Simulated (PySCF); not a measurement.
**TiO₂⁻: doublet, from a linear start**

Where does doublet TiO₂⁻ go from a linear start, is the end point a minimum, and what are its modes, charges and moments?

Computed with PySCF 2.14.0. Level: PBE, basis Ti def2-SVPD, O def2-SVPD, no relativity, density fitting.

### 1 The starting structure

3 atoms, charge -1, spin multiplicity 2.

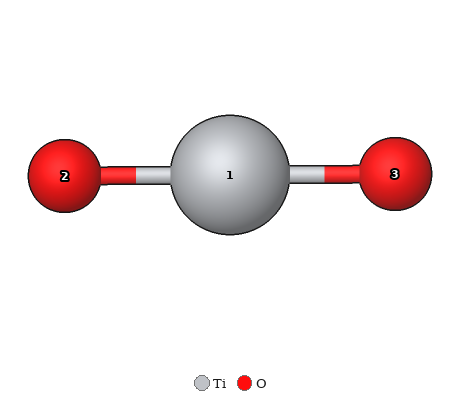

As it starts; titanium light grey, oxygen red; atoms are numbered from 1 in the order of the file.

Coordinates in bohr (charge -1 multiplicity 2):
```
Ti    0.0000    0.0000    0.0000
O     0.0000    0.0000    3.2881
O     0.0000    0.0000   -3.2881
```

### 2 Finding the electronic state

One driver script runs all steps and calls PySCF; scf.py shows how it sets up the SCF of each step. The optimiser is the driver's own. After this first run the driver tries any further starts and a stability analysis.

scf.py reads:

```python
from pyscf import gto, scf, dft
mol = gto.M(atom='''
Ti     0.000000     0.000000     0.000000
O      0.000000     0.000000     1.740000
O      0.000000     0.000000    -1.740000''',
    basis={'Ti': 'def2-SVPD', 'O': 'def2-SVPD'},
    charge=-1, spin=1)
mf = dft.UKS(mol, xc='PBE')
mf.grids.atom_grid = (50, 194)
aux = {'Ti': 'def2-universal-JKFIT', 'O': 'def2-universal-JKFIT'}
mf = mf.density_fit(auxbasis=aux)
mf.conv_tol = 1e-08
mf.diis_space = 10
mf.max_cycle = 60
mf.init_guess = 'minao'
mf.verbose = 4
mf.kernel()
```

Started as:

```sh
$ OMP_NUM_THREADS=2 python axn.py task.json out
```

Output:

```text
init E= -999.163327017727
[... the frontier-level lines of each cycle are left out ...]
cycle= 1 E= -998.820497649354  delta_E= 0.343  |g|= 1.15  |ddm|= 1.97
cycle= 2 E= -982.865886684527  delta_E=   16  |g|=  4.9  |ddm|= 3.78
cycle= 3 E= -997.435675737429  delta_E= -14.6  |g|= 1.79  |ddm|= 7.35
cycle= 4 E= -999.22749457863  delta_E= -1.79  |g|= 0.513  |ddm|= 6.87
cycle= 5 E= -999.352411580276  delta_E= -0.125  |g|= 0.254  |ddm|= 1.52
cycle= 6 E= -999.351141575936  delta_E= 0.00127  |g|= 0.286  |ddm|= 1.45
cycle= 7 E= -999.378108578709  delta_E= -0.027  |g|= 0.143  |ddm|= 1.47
cycle= 8 E= -999.365375159944  delta_E= 0.0127  |g|= 0.224  |ddm|= 1.46
cycle= 9 E= -999.384319760566  delta_E= -0.0189  |g|= 0.135  |ddm|= 0.369
cycle= 10 E= -999.385880915755  delta_E= -0.00156  |g|= 0.129  |ddm|= 0.0706
cycle= 11 E= -999.385845207741  delta_E= 3.57e-05  |g|= 0.135  |ddm|= 0.0734
cycle= 12 E= -999.398699168321  delta_E= -0.0129  |g|= 0.0258  |ddm|= 0.487
cycle= 13 E= -999.39754652146  delta_E= 0.00115  |g|= 0.048  |ddm|= 0.121
cycle= 14 E= -999.399031207332  delta_E= -0.00148  |g|= 0.00731  |ddm|= 0.122
cycle= 15 E= -999.399061684129  delta_E= -3.05e-05  |g|= 0.00276  |ddm|= 0.0128
cycle= 16 E= -999.399066118371  delta_E= -4.43e-06  |g|= 0.00116  |ddm|= 0.00727
cycle= 17 E= -999.399065737284  delta_E= 3.81e-07  |g|= 0.00123  |ddm|= 0.00346
cycle= 18 E= -999.399066674929  delta_E= -9.38e-07  |g|= 0.000251  |ddm|= 0.00407
cycle= 19 E= -999.399066716872  delta_E= -4.19e-08  |g|= 2.93e-05  |ddm|= 0.00065
cycle= 20 E= -999.399066717429  delta_E= -5.57e-10  |g|= 3.73e-06  |ddm|= 6.95e-05
Extra cycle  E= -999.399066716436  delta_E= 9.94e-10  |g|= 4.08e-05  |ddm|= 0.000118
converged SCF energy = -999.399066716436  <S^2> = 0.75568785  2S+1 = 2.0056798
```

This step, with its further starts and checks, took 18 s on 2 threads of Intel Xeon Platinum 8488C (Sapphire Rapids), shared host.

Energies from each starting density:

```
                      start  energy (Eh)
    the minimal-basis guess  -999.399067
a thermally smeared density  -999.399067
      a smeared PBE density  -999.399065
```

No lower solution of this spin turned up from the other starts or in the test of internal stability.

### 3 Relaxation: linear start, doublet

The program finds D∞h symmetry in the start, which this walk keeps.

Changes to scf.py since step 2:

```diff
@@ -15 +14,0 @@
-mf.init_guess = 'minao'
```

Steps of the walk:

```csv
step,energy (Eh),change (kJ/mol),largest symmetric gradient (Eh/bohr)
0,-999.399067,0.00,0.01956
1,-999.400082,-2.67,0.00122
2,-999.400086,-2.68,0.00009
3,-999.400086,-2.68,0.00000
```

The walk took 10 s.

Geometry (Å) and forces (eV/Å) at some steps:

```
step 0
Ti   0.000   0.000   0.000   0.000   0.000   0.000
O    0.000   0.000   1.740   0.000   0.000   1.006
O    0.000   0.000  -1.740   0.000   0.000  -1.006
step 1
Ti   0.000   0.000   0.000   0.000   0.000   0.000
O    0.000   0.000   1.766   0.000   0.000   0.063
O    0.000   0.000  -1.766   0.000   0.000  -0.063
step 2
Ti   0.000   0.000   0.000   0.000   0.000   0.000
O    0.000   0.000   1.768   0.000   0.000   0.004
O    0.000   0.000  -1.768   0.000   0.000  -0.004
step 3
Ti   0.000   0.000   0.000   0.000   0.000   0.000
O    0.000   0.000   1.768   0.000   0.000   0.000
O    0.000   0.000  -1.768   0.000   0.000   0.000
```

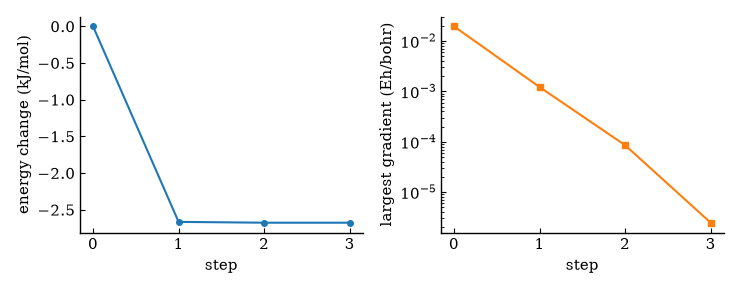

Energy and largest gradient along the walk.

After 3 steps and 2.7 kJ/mol it ends at D∞h: Ti–O 1.768 Å (×2); O–Ti–O 180.0°.

### 4 Frequencies

The point is checked on the finer grid, and tightened if its gradient asks for it. The Hessian and the dipole derivatives come from central differences of analytic gradients, with steps of 0.02 bohr.

Changes to scf.py since step 3:

```diff
@@ -4,2 +4,2 @@
-O      0.000000     0.000000     1.740000
-O      0.000000     0.000000    -1.740000''',
+O      0.000000    -0.000000     1.767869
+O     -0.000000    -0.000000    -1.767869''',
@@ -9 +9 @@
-mf.grids.atom_grid = (50, 194)
+mf.grids.atom_grid = (75, 302)
@@ -12 +12 @@
-mf.conv_tol = 1e-08
+mf.conv_tol = 1e-10
```

The driver hands on the density of the step before, so the log starts near convergence.

Log of the central SCF (cycles and frontier levels):

```text
init E= -999.400075221656
[... the frontier-level lines of each cycle are left out ...]
cycle= 1 E= -999.400075221549  delta_E= 1.07e-10  |g|= 1.33e-05  |ddm|= 3.88e-05
cycle= 2 E= -999.40007520845  delta_E= 1.31e-08  |g|= 0.000148  |ddm|= 0.000419
cycle= 3 E= -999.400075221658  delta_E= -1.32e-08  |g|= 1.5e-06  |ddm|= 0.000379
cycle= 4 E= -999.400075221657  delta_E= 6.82e-13  |g|= 2.6e-07  |ddm|= 4.74e-06
Extra cycle  E= -999.400075221658  delta_E= -9.09e-13  |g|= 1.4e-06  |ddm|= 3.55e-06
converged SCF energy = -999.400075221658  <S^2> = 0.75634003  2S+1 = 2.00633
```

The whole step took 26 s.

Geometry: D∞h; Ti–O 1.768 Å (×2); O–Ti–O 180.0°.

Modes, for the most abundant isotopes:

| ω (cm⁻¹) | IR (km/mol) | μ (u) |
| --- | --- | --- |
| 280i | 6.1 | 21.81 |
| 252i | 167 | 21.81 |
| 749 | 0.0 | 15.99 |
| 762 | 921 | 21.81 |

2 modes are imaginary, the largest at 280i cm⁻¹: a saddle point, not a minimum.

The SCF density has lower symmetry than the nuclear frame, so the modes carry no labels; pairs that should be degenerate can split.

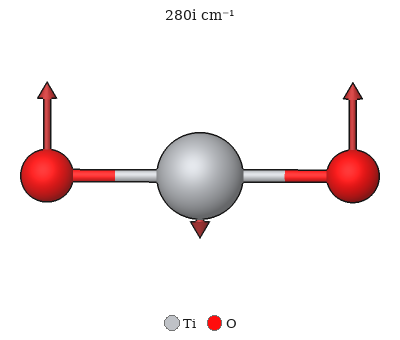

The imaginary mode, as arrows.

Constants and moments:

| Property | Result |
| --- | --- |
| Dipole moment about the centre of mass | 0.00 D |
| Highest occupied level | 1.10 eV |
| Lowest empty level | 1.37 eV |
| Rotational constants | 0.1686 cm⁻¹ |
| Zero-point energy (real modes) | 9.0 kJ/mol |
| Principal polarisabilities | 80.2, 88.3, 98.2 bohr³ |
| Principal traceless quadrupole moments about the centre of mass | -28.66, 12.06, 16.60 D Å |
| Spin squared ⟨S²⟩ | 0.756 |

Charges (e) and bond orders:

| atom | Mulliken | Löwdin | polar tensor | spin (Mulliken) | Mayer order to Ti1 |
| --- | --- | --- | --- | --- | --- |
| Ti1 | 1.07 | 0.92 | 1.54 | 1.20 | – |
| O2,3 | -1.03 | -0.96 | -1.27 | -0.10 | 1.34 |

Mulliken populations on Ti1: s 6.36, p 12.27, d 2.27, f 0.04.

### 5 Following the imaginary mode

The start is the last point, displaced along its most imaginary mode.

The program finds C2v symmetry in the start, which this walk keeps. The walk stops when the largest gradient is under 0.0003 Eh/bohr and the energy has settled too.

Changes to scf.py since step 4:

```diff
@@ -3,3 +3,3 @@
-Ti     0.000000     0.000000     0.000000
-O      0.000000    -0.000000     1.767869
-O     -0.000000    -0.000000    -1.767869''',
+Ti    -0.000000    -0.080061    -0.000000
+O      0.000000     0.120000     1.767869
+O      0.000000     0.120000    -1.767869''',
@@ -9 +9 @@
-mf.grids.atom_grid = (75, 302)
+mf.grids.atom_grid = (50, 194)
@@ -12 +12 @@
-mf.conv_tol = 1e-10
+mf.conv_tol = 1e-08
```

The optimiser's trace:

| step | energy (Eh) | change (kJ/mol) | largest symmetric gradient (Eh/bohr) |
| --- | --- | --- | --- |
| 0 | -999.403490 | 0.00 | 0.01556 |
| 1 | -999.408357 | -12.78 | 0.02465 |
| 2 | -999.417129 | -35.81 | 0.02670 |
| 3 | -999.431495 | -73.53 | 0.03645 |
| 4 | -999.441012 | -98.51 | 0.07736 |
| 5 | -999.451733 | -126.66 | 0.03711 |
| 6 | -999.457263 | -141.18 | 0.01072 |
| 7 | -999.459318 | -146.58 | 0.00530 |
| 8 | -999.459391 | -146.77 | 0.00106 |
| 9 | -999.459393 | -146.77 | 0.00001 |

The walk took 21 s.

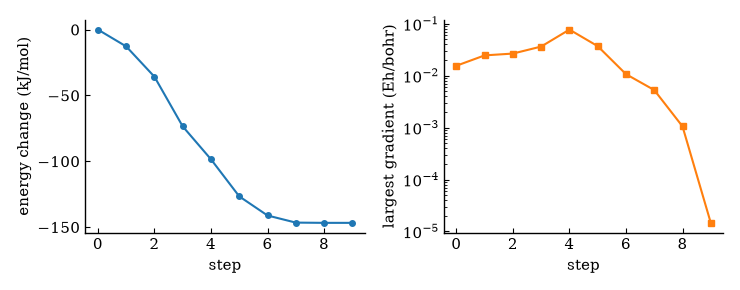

Energy and largest gradient along the walk.

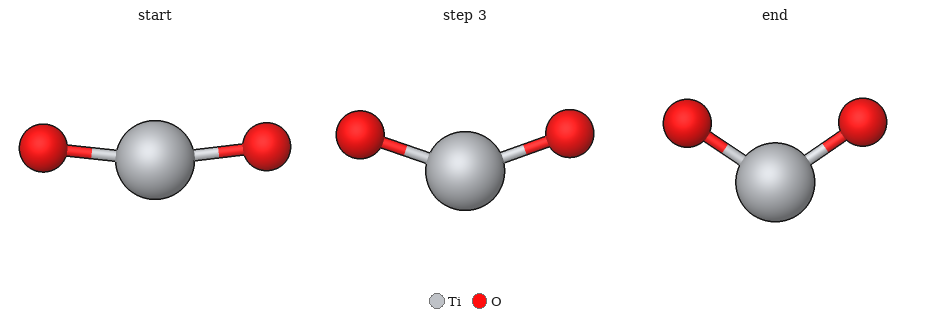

The geometry along the walk, at one scale.

After 9 steps and 146.8 kJ/mol it ends at C2v: Ti–O 1.679 Å (×2); O–Ti–O 111.6°.

### 6 Hessian and properties

As before: finer grid, then central differences.

Changes to scf.py since step 5:

```diff
@@ -3,3 +3,3 @@
-Ti    -0.000000    -0.080061    -0.000000
-O      0.000000     0.120000     1.767869
-O      0.000000     0.120000    -1.767869''',
+Ti    -0.000000    -0.379420     0.000000
+O      0.000000     0.567071     1.386196
+O      0.000000     0.567071    -1.386196''',
@@ -9 +9 @@
-mf.grids.atom_grid = (50, 194)
+mf.grids.atom_grid = (75, 302)
@@ -12 +12 @@
-mf.conv_tol = 1e-08
+mf.conv_tol = 1e-10
```

SCF at the final geometry:

```text
init E= -999.459400564324
[... the frontier-level lines of each cycle are left out ...]
cycle= 1 E= -999.459400558508  delta_E= 5.82e-09  |g|= 0.000119  |ddm|= 9.27e-05
cycle= 2 E= -999.459400413923  delta_E= 1.45e-07  |g|= 0.000593  |ddm|= 0.000455
cycle= 3 E= -999.459400563931  delta_E= -1.5e-07  |g|= 4.06e-05  |ddm|= 0.000381
cycle= 4 E= -999.459400564564  delta_E= -6.33e-10  |g|= 3.34e-06  |ddm|= 2.71e-05
cycle= 5 E= -999.459400564572  delta_E= -7.96e-12  |g|= 7.76e-08  |ddm|= 6.72e-06
Extra cycle  E= -999.459400564571  delta_E= 2.27e-13  |g|= 1.87e-07  |ddm|= 2.48e-07
converged SCF energy = -999.459400564571  <S^2> = 0.75282738  2S+1 = 2.0028254
```

The whole step took 25 s on 2 threads of Intel Xeon Platinum 8488C (Sapphire Rapids), shared host.

Geometry: C2v; Ti–O 1.679 Å (×2); O–Ti–O 111.3°.

Modes, for the most abundant isotopes:

```json
{"symmetry": "a1", "ω (cm⁻¹)": "330", "IR (km/mol)": "1.5", "μ (u)": "18.33", "type": "bend"}
{"symmetry": "b2", "ω (cm⁻¹)": "892", "IR (km/mol)": "288", "μ (u)": "20.21", "type": "stretch"}
{"symmetry": "a1", "ω (cm⁻¹)": "935", "IR (km/mol)": "160", "μ (u)": "18.58", "type": "stretch"}
```

Every mode is real; the point is a minimum.

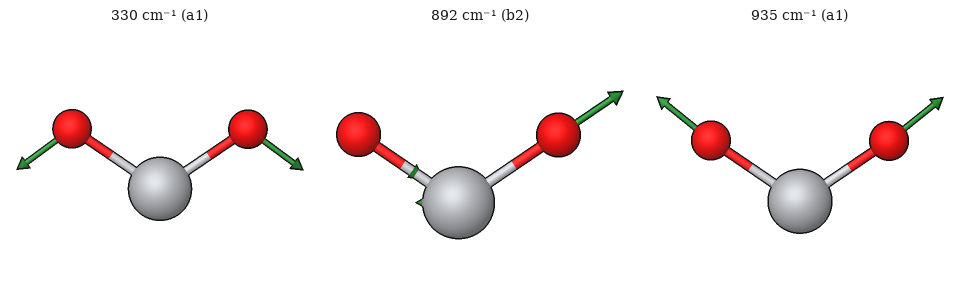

Displacements of 3 of the modes, as arrows (one member where a mode is degenerate).

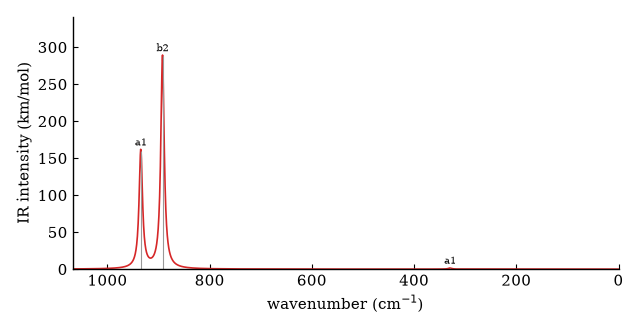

The harmonic infrared spectrum (widths in cm⁻¹). Lines are broadened to a width of 8 cm⁻¹ (Lorentzian).

Constants and moments:

```
Dipole moment about the centre of mass                          : 1.18 D
Highest occupied level                                          : 0.74 eV
Lowest empty level                                              : 1.75 eV
Rotational constants                                            : 0.9807, 0.2742, 0.2143 cm⁻¹
Zero-point energy                                               : 12.9 kJ/mol
Principal polarisabilities                                      : 113.6, 125.5, 157.3 bohr³
Principal traceless quadrupole moments about the centre of mass : -9.93, -1.50, 11.43 D Å
Entropy at 298.15 K and 1 bar (electronic part: spin only)      : 265.5 J/(mol K)
Heat capacity Cp at 298.15 K                                    : 44.1 J/(mol K)
Enthalpy at 298.15 K above 0 K                                  : 11.20 kJ/mol
Rotational symmetry number                                      : 2
Spin squared ⟨S²⟩                                               : 0.753
```

Charges (e) and bond orders:

```csv
atom,Mulliken,Löwdin,polar tensor,spin (Mulliken),Mayer order to Ti1
Ti1,0.54,0.52,0.67,1.26,–
"O2,3",-0.77,-0.76,-0.84,-0.13,1.53
```

Mulliken populations on Ti1: s 6.76, p 12.33, d 2.32, f 0.05.

### 7 The points found, side by side

| spin | group | bonds | imaginary modes (cm⁻¹) | ΔE (kJ/mol) | with zero-point energy |
| --- | --- | --- | --- | --- | --- |
| doublet | C2v | Ti–O 1.679 Å (×2) | none | 0.0 | 0.0 |
| doublet | D∞h (density of lower symmetry) | Ti–O 1.768 Å (×2) | 280i, 252i | 155.8 | – |

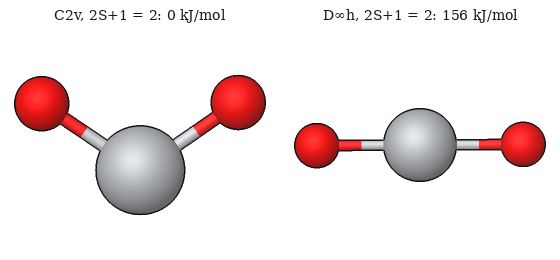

The points, lowest first (titanium light grey, oxygen red).

### 8 Real-space pictures of the lowest minimum

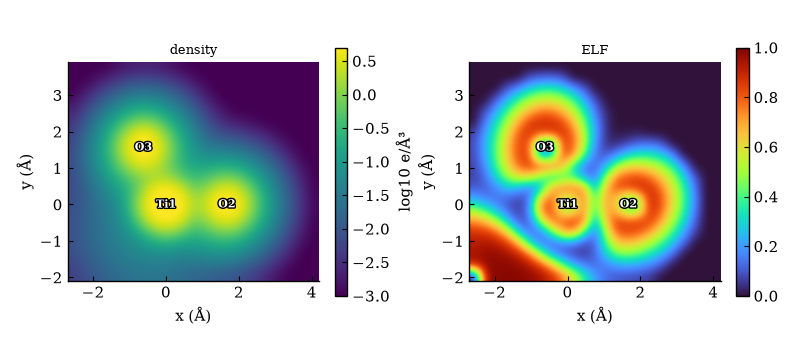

The plane holds Ti1 at (0.00, 0.00), O2 at (1.68, 0.00), O3 at (-0.61, 1.56) Å. ELF is set to 0 where the density is under 0.005 e/Å³; an orbital's overall sign is arbitrary.

Orbitals, density, ELF and potential are computed afterwards from the orbital file.

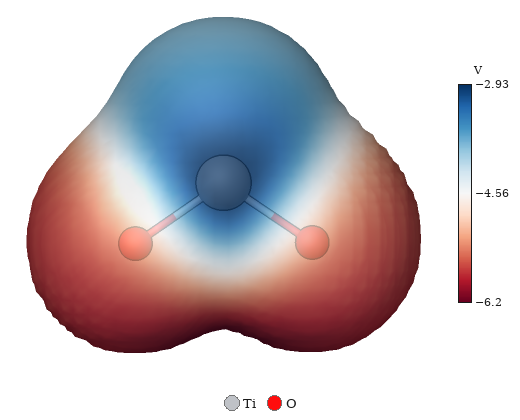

Electrostatic potential on the surface of density 0.002 e/bohr³; red is low, blue high. It runs, from the 1st to the 99th percentile, from -6.20 V near O2 to -2.93 V near Ti1.

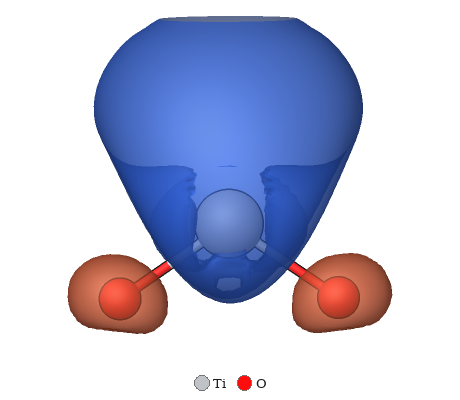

Spin density at ±0.01 e/Å³ (alpha excess blue, beta excess red).

Along Ti1–O2 (1.679 Å) the density is least, 1.52 e/Å³, about 0.84 Å from Ti1; ELF there is 0.31.

Values on the line from Ti1 (at 0) through O2 (at 1.679 Å):

```
distance (Å)  density (e/Å³)    ELF  electrostatic potential (V)  spin density (e/Å³)
       -0.59            4.22  0.877                         51.8                 0.11
       -0.42            9.38  0.772                          132                0.306
       -0.25            23.1  0.174                          390                0.285
       -0.08             497  0.491                     2.26e+03                0.172
        0.17             119  0.824                          779               0.0728
        0.34            10.6  0.243                          224                0.198
        0.50            5.87  0.791                         83.4                0.108
        0.67            2.52  0.572                           35               0.0429
        0.84            1.52  0.311                         16.9               0.0154
        1.01             1.9  0.637                         13.9              0.00141
        1.17            3.29  0.814                         29.4              -0.0144
        1.34            5.92  0.552                         89.8              -0.0417
        1.51            21.2  0.242                          335              -0.0612
        1.76             175  0.988                          906              -0.0435
        1.93            8.08  0.199                          164              -0.0434
        2.10             4.2  0.818                         46.7              -0.0206
        2.27            1.97   0.89                           11             -0.00881
        2.43           0.864  0.868                        -1.12             -0.00397
        2.60           0.363  0.798                        -5.21             -0.00171
```

Making the fields took 1.1 s.

### 9 What came out

| quantity | value |
| --- | --- |
| minimum | doublet, C2v |
| geometry | Ti–O 1.679 Å (×2); O–Ti–O 111.3° |
| wavenumbers (cm⁻¹) | 330 (a1), 892 (b2), 935 (a1) |
| dipole moment (centre of mass) | 1.18 D |
| highest occupied, lowest empty level (either spin) | 0.74, 1.75 eV |
| polar-tensor charge of Ti1 | +0.67 e |
| zero-point energy | 12.9 kJ/mol |
| entropy at 298.15 K | 265.5 J/(mol K) |
| ⟨S²⟩ | 0.753 |

In words: The linear start (D∞h) ends in a minimum of C2v symmetry, after a stop at a second-order saddle point 155.8 kJ/mol higher, from which it was pushed off along an imaginary mode. The strongest infrared band lies at 892 cm⁻¹ (b2, stretch). Most of the spin sits on Ti1 (Mulliken spin 1.26, against 1 for the whole molecule). Only this shape and spin were tried, so other structures or states may lie lower. A highest occupied level above zero is common for anions with such functionals; it warns that the extra electron is poorly described. Open d and f shells are described by one determinant, and the ground state may have another occupation or spin.

The search up to here took 1.7 min.
